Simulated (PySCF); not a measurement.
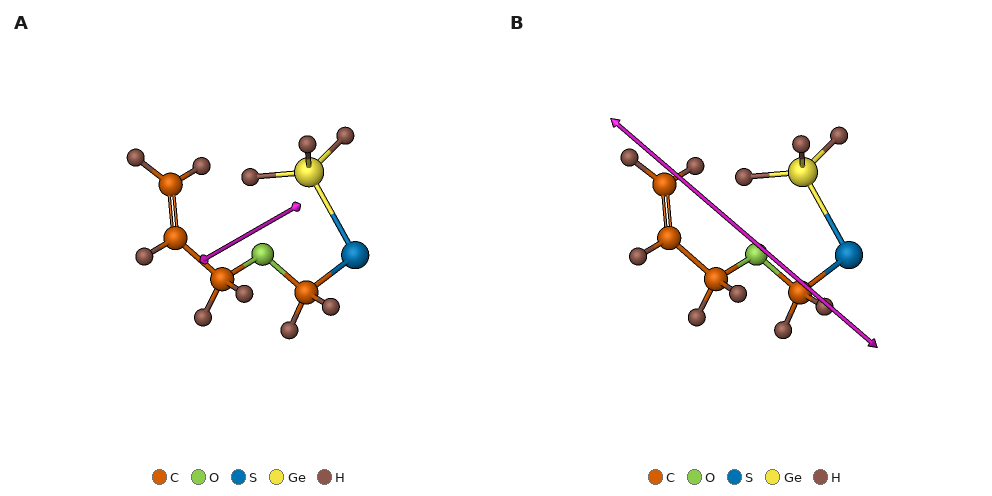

The double arrows show the directions of two transition dipoles from the ground state (lengths mean nothing). Computed geometry: GFN2-xTB optimisation. No frequency run is at hand to confirm it as a minimum. Properties computed with TDDFT CAM-B3LYP/def2-SVPD, vertical, gas phase, core orbitals frozen in the response (PySCF 2.14.0).

One belongs to singlet state 2 and one to singlet state 7. Which is which?

Answer. A: state 2, 6.20 eV (200 nm), oscillator strength 0.017, mainly HOMO → LUMO+3 (weight 0.76).
B: state 7, 7.36 eV (168 nm), oscillator strength 0.048, mainly HOMO → LUMO+6 (weight 0.62).

The geometry is semi-empirical. Around Ge such bond lengths and angles can be off by a tenth of an ångström or more and by several degrees, and values that hang on the shape move with them.
